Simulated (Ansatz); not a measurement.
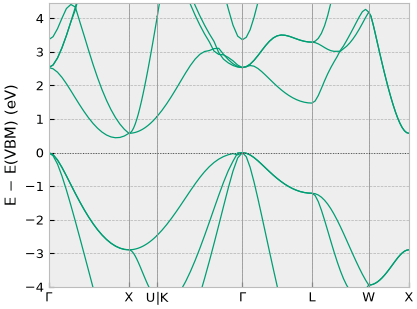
Figure: Band structure from plane-wave PAW LDA (Ansatz code)

Read off the gap and where the band edges lie.

About 0.4 eV (0.44 eV by a search for the band edges); maximum at Γ, minimum on the Γ–X line, 84 % of the way from Γ.

Which of these materials gives this?
A) BeTe, zinc blende
B) Si, diamond
C) MgIn2S4, spinel

B, Si, diamond

Space group Fd-3m (diamond). The cell was relaxed with LDA under the symmetry of its start.

Potentials: the later of the program's two PAW sets.
